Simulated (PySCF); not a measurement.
# C7H13NSi: what the fields show

| atom | x (Å) | y (Å) | z (Å) |
| --- | --- | --- | --- |
| C | 1.0097 | 1.9715 | 0.2118 |
| C | 1.5814 | 0.7870 | -0.0375 |
| C | 2.8824 | 0.3877 | -0.7152 |
| C | 2.3665 | -1.0771 | -0.7486 |
| C | 1.1905 | -0.6298 | 0.1037 |
| C | 0.2802 | -1.3079 | 0.8224 |
| C | -0.7637 | -0.7158 | 1.7056 |
| Si | -2.3935 | -0.4844 | 0.7755 |
| N | -2.1159 | 0.7056 | -0.4522 |
| H | -0.0016 | 2.0493 | 0.6168 |
| H | 1.5326 | 2.9011 | -0.0307 |
| H | 3.0839 | 0.8622 | -1.6878 |
| H | 3.7655 | 0.5221 | -0.0710 |
| H | 2.0796 | -1.4125 | -1.7582 |
| H | 3.0256 | -1.8380 | -0.3032 |
| H | 0.2970 | -2.4021 | 0.7441 |
| H | -0.4547 | 0.2713 | 2.0883 |
| H | -0.9580 | -1.3703 | 2.5716 |
| H | -3.4693 | 0.0312 | 1.6795 |
| H | -2.8361 | -1.8395 | 0.2947 |
| H | -1.2918 | 0.5992 | -1.0369 |
| H | -2.8930 | 1.0719 | -0.9903 |

Geometry: PBE0-D3(BJ)/def2-SVP.

Theory: PySCF 2.14.0, PBE0/pcSseg-1, SCF density, gas phase, non-relativistic.

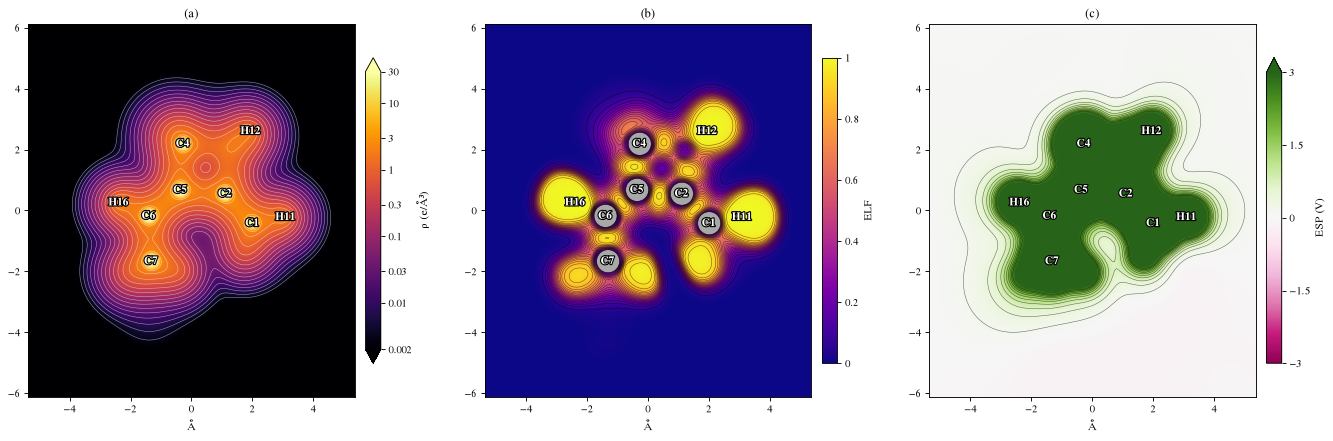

Figure 1. (a) total electron density; (b) ELF; (c) electrostatic potential on the plane of atoms C5, C6 and H16. Grey discs cover the atomic cores in the ELF map.

> What do the fields say about this system?

- Atoms in the plane: C and H.
- C–C (1.34 Å): ρ at the midpoint is about 2.2 e/Å³; the ELF peaks at about 0.95 between the atoms (a multiple bond).
- C–C (1.48 Å): ρ is about 1.8 e/Å³ halfway; the ELF peaks at about 0.95 between the atoms (a covalent bond).
- C–C (1.52 Å): ρ at the midpoint is about 1.7 e/Å³; the ELF peaks at about 0.95 between the atoms; localised, covalent bonding.
- C–H (1.09 Å): ρ is about 2 e/Å³ halfway; the ELF climbs to about 1 towards the hydrogen, as it does in any bond to H: a covalent bond by its length.
- The potential has no marked negative region in this plane.

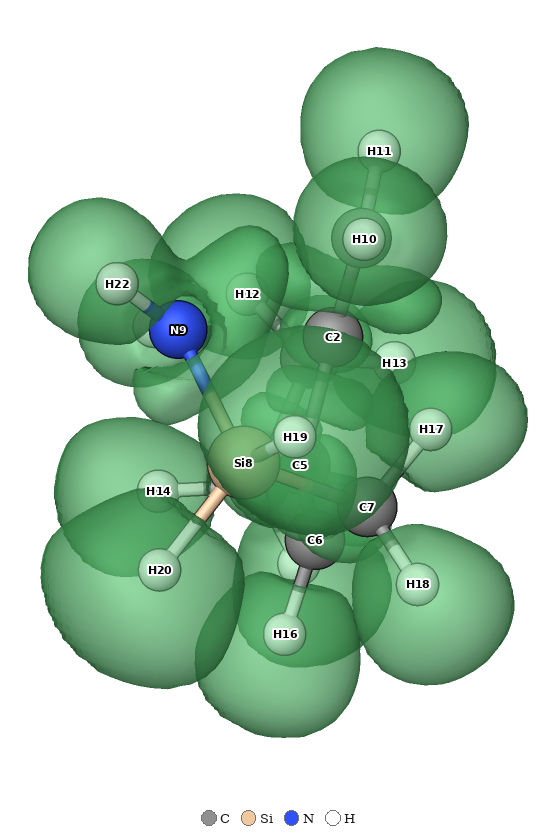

Figure 2. Isosurface of the ELF at 0.8 (green), seen at an oblique angle. Only the valence region is drawn (cores and ρ < 0.01 e/Å³ removed).

> What do the ELF domains correspond to?

The surface consists of seven regions between bonded C–C atoms (shared pairs), one region between bonded C–Si atoms (shared pairs), eleven regions around hydrogen nuclei and one joined region spread over several atoms (H, N), in which their bonds and any lone pairs are merged.


 Si–N (1.73 Å): the ELF peaks at about 0.90 between the atoms; a shared but strongly polarised pair.

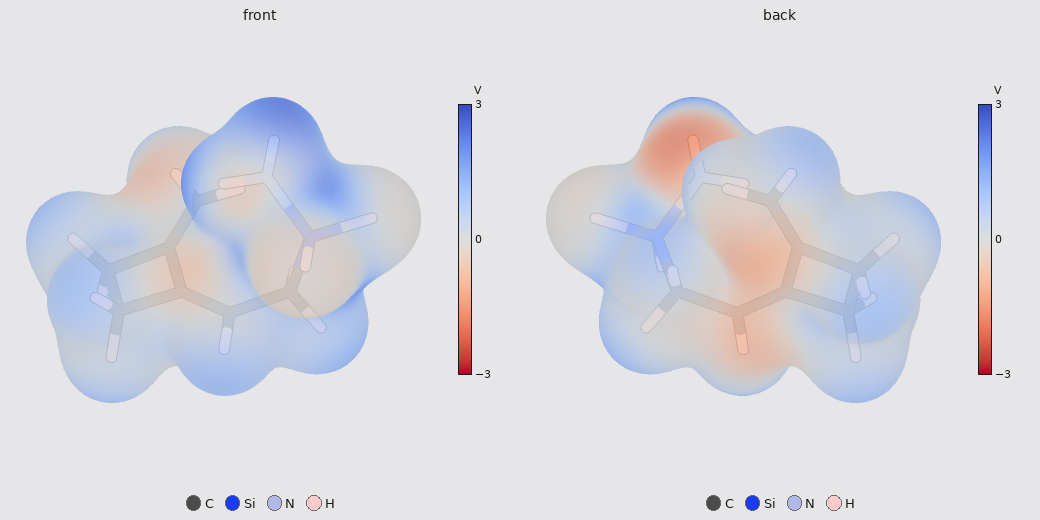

Figure 3. The electrostatic potential painted on the density surface at 0.004 e/bohr³, seen from the front and from behind; the colour scale runs from red (negative) to blue (positive).

> Where is the surface potential most negative and most positive?

The most negative region (about −1.5 V) lies over N9, the most positive (about +2.0 V) over H22. N9 is the likeliest acceptor of a hydrogen bond.

> What dipole moment does the calculation give?

Its dipole moment is 1.02 D.
